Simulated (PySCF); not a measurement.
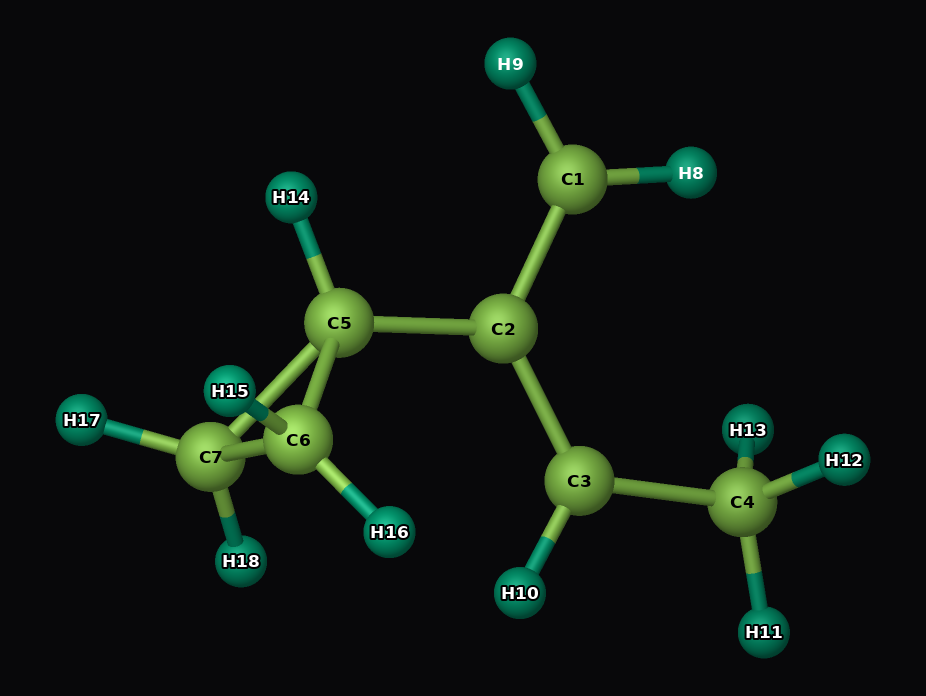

State: neutral, doublet. The geometry was computed by an optimisation with GFN2-xTB. No frequency run is at hand to confirm it as a minimum. Method: UKS B3LYP, pcH-1 on C H, non-relativistic (PySCF 2.14.0). Fermi-contact and spin-dipolar terms alone, no spin-orbit part.

**Which nucleus has the largest dipolar (anisotropic) hyperfine coupling?**

13C at C3: principal values −56.0, −54.0, 110.0 MHz.

List the isotropic and dipolar parts for the most strongly coupled nuclei, one of each equivalent set. Atoms whose distances differ by more than 0.02 Å in this geometry are listed apart.

| atom | isotope | a_iso (MHz) | dipolar part (MHz) |
| --- | --- | --- | --- |
| C3 | 13C | 60.2 | −56.0, −54.0, 110.0 |
| C1 | 13C | 49.3 | −46.8, −44.9, 91.7 |
| C2 | 13C | −47.2 | −27.9, 11.3, 16.6 |
| H10 | 1H | −44.7 | −27.1, −0.3, 27.4 |
| H9 | 1H | −37.9 | −23.0, −0.2, 23.2 |
| H8 | 1H | −36.4 | −19.5, −1.1, 20.6 |
| H11 | 1H | 6.1 | −3.4, −2.9, 6.3 |
| H12 | 1H | 83.0 | −3.4, −2.4, 5.8 |
